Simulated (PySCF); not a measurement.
# C4H9F3Si2 (SMILES FC(F)(F)CC1[SiH2]C[SiH2]1): what the fields show

The calculation's input:

```
{"job": {"kind": "nmr", "xc": "PBE0", "basis": "pcSseg-1"}, "charge": 0, "multiplicity": 1}
F     -2.737976    -1.412603    -0.138079
C     -2.468627    -0.099222    -0.200577
F     -3.609973     0.530938     0.138205
F     -2.265025     0.179413    -1.500071
C     -1.306592     0.303815     0.678435
C     -0.038798    -0.437159     0.287585
Si     1.567512    -0.026405     1.273307
C      2.440713     0.141035    -0.421940
Si     0.786821     0.025609    -1.394535
H     -1.181951     1.382719     0.572792
H     -1.600474     0.085718     1.709094
H     -0.252922    -1.506949     0.336845
H      2.032329    -1.091580     2.161762
H      1.449831     1.230042     2.017131
H      3.007898     1.055265    -0.570343
H      3.120742    -0.679290    -0.635277
H      0.700713    -1.001489    -2.429089
H      0.347019     1.326463    -1.896902
```

Command:

```sh
OMP_NUM_THREADS=1 python probes_run.py task.json out
```

Geometry: GFN2-xTB.

These are results of PySCF, PBE0/pcSseg-1, SCF density, gas phase, non-relativistic, not measurements.

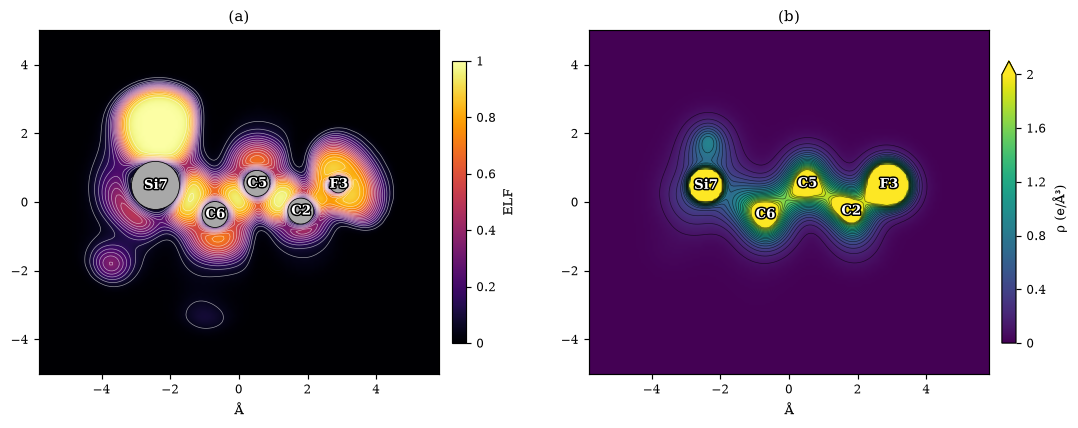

Figure 1. (a) ELF; (b) total electron density on the plane of atoms C5, C6 and Si7. Grey discs cover the atomic cores in the ELF map.

Interpret the plot.

The plane passes through C, F and Si nuclei.
C–F (1.35 Å): the density is about 2.3 e/Å³ at the midpoint, with its minimum of 1.9 e/Å³ about 0.5 Å from C; the ELF peaks at about 0.85 between the atoms (a polar covalent bond).
C–C (1.51 Å): ρ at the midpoint is about 1.8 e/Å³; the ELF peaks at about 1 between the atoms, as expected for a shared electron pair.
C–Si (1.93 Å): ρ is about 0.87 e/Å³ halfway; the ELF peaks at about 0.95 between the atoms, as expected for localised, covalent bonding.
The ELF also peaks beside F3, away from the bonds: lone-pair regions.

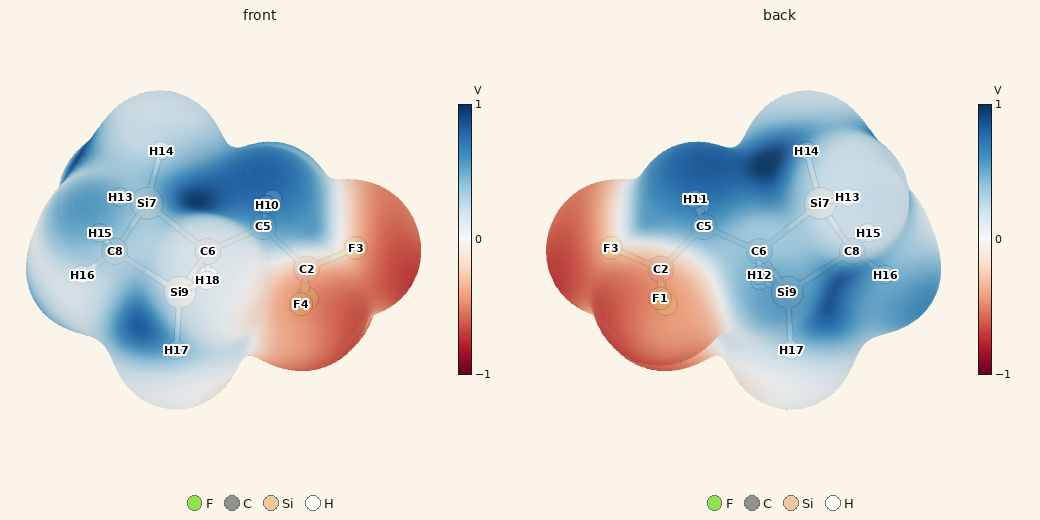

Figure 2. The electrostatic potential painted on the density surface at 0.001 e/bohr³, seen from the front and from behind; the colour scale runs from red (negative) to blue (positive).

Where is the surface potential most negative and most positive?

The most negative region (about −0.7 V) lies over F1 and F3, the most positive (about +1.0 V) over Si7 and Si9.

What dipole moment does the calculation give?

Its dipole moment is 2.48 D.
